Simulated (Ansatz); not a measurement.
Input file:

```
crystal:
  periodic: [false, false, false]
  atoms:
    - {symbol: C, position_ang: [-0.004172, 1.679601, 0.319777]}
    - {symbol: B, position_ang: [-1.271254, 1.371888, -0.516226]}
    - {symbol: Cl, position_ang: [-2.239015, -0.049155, -0.155697]}
    - {symbol: Cl, position_ang: [1.670341, 0.914630, -2.337822]}
    - {symbol: Si, position_ang: [1.445808, 0.651538, -0.292729]}
    - {symbol: H, position_ang: [0.293997, 2.737669, 0.250850]}
    - {symbol: H, position_ang: [-0.116468, 1.385342, 1.378103]}
    - {symbol: H, position_ang: [-1.628972, 2.041952, -1.450117]}
    - {symbol: H, position_ang: [2.707661, 1.089485, 0.366629]}
    - {symbol: H, position_ang: [1.204802, -0.794331, -0.038940]}
basis:
  gaussian:
    orbitals: def2-TZVPD
hamiltonian:
  xc: {name: PBE0}
output: {forces: true, orbitals: {seedname: orbitals}}
```

Command:

```sh
ansatz run input.yaml --threads 2 --pin off --max-ram 4350MiB --events-out events.jsonl --progress --plain --runs-dir runs
```

Geometry: PBE0-D3(BJ)/def2-SVP.

These are results of Ansatz 0.2.0, isolated molecule in a Gaussian basis; Kohn-Sham density functional theory, functional PBE0, not measurements.

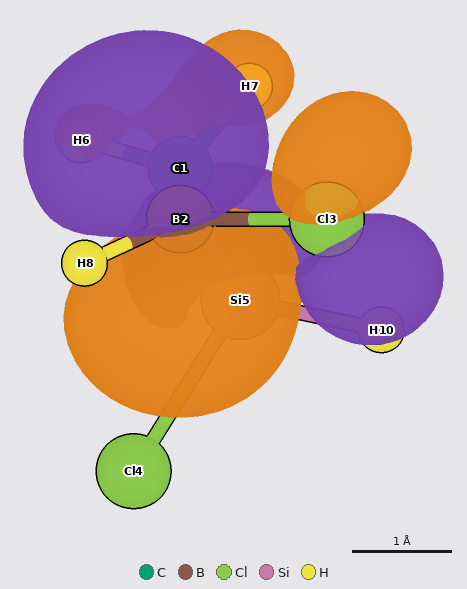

CH5BCl2Si (SMILES ClBC[SiH2]Cl). The LUMO at ±0.1 Å⁻³ᐟ² (orange and purple are the two phases), seen at an oblique angle.

Describe this orbital and give its energy.

Answer. Its weight (Hirshfeld) is mainly on B2 (about 50 %), Cl3 (about 15 %), Si5 (about 10 %), C1 (about 10 %) and H8 (about 5 %). Its energy is −1.54 eV.
